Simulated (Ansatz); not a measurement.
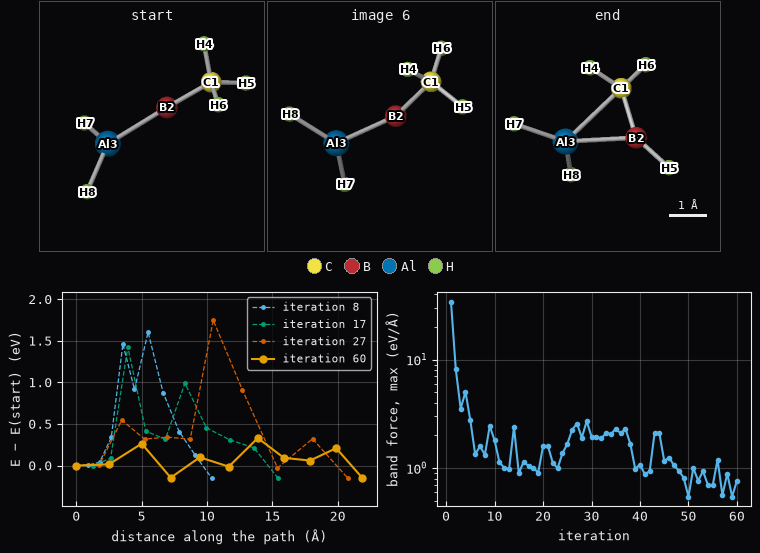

A search for the minimum-energy path of CH$_{5}$AlB (multiplicity 2) by the nudged elastic band. Images are numbered from 0 (start) to 10 (end). The plot follows the band through its iterations. The picture is a ball-and-stick view, seen from a free direction.

Computed with UKS PBE-D4/cc-pVDZ (Ansatz). Set-up: 9 movable images; climbing image; force threshold 0.05 eV/Å; iteration limit 60; starting path through a guess of the saddle point.

### How did the profile develop, and is the result final?

The result isn't final. The band hadn't converged when the run stopped after 60 iterations. The largest component of the band force went from 34 to 0.76 eV/Å. The barrier read from it is provisional: over the last two iterations the highest image moved from 0.37 eV to 0.33 eV. The first iteration put the highest image at 10.70 eV. Relative to the start the highest point is image 6 at +0.33 eV and the end lies at −0.15 eV, but the profile dips to −0.15 eV at image 3 on the way, so there may be more than one step; on an unconverged band the side maxima are provisional.
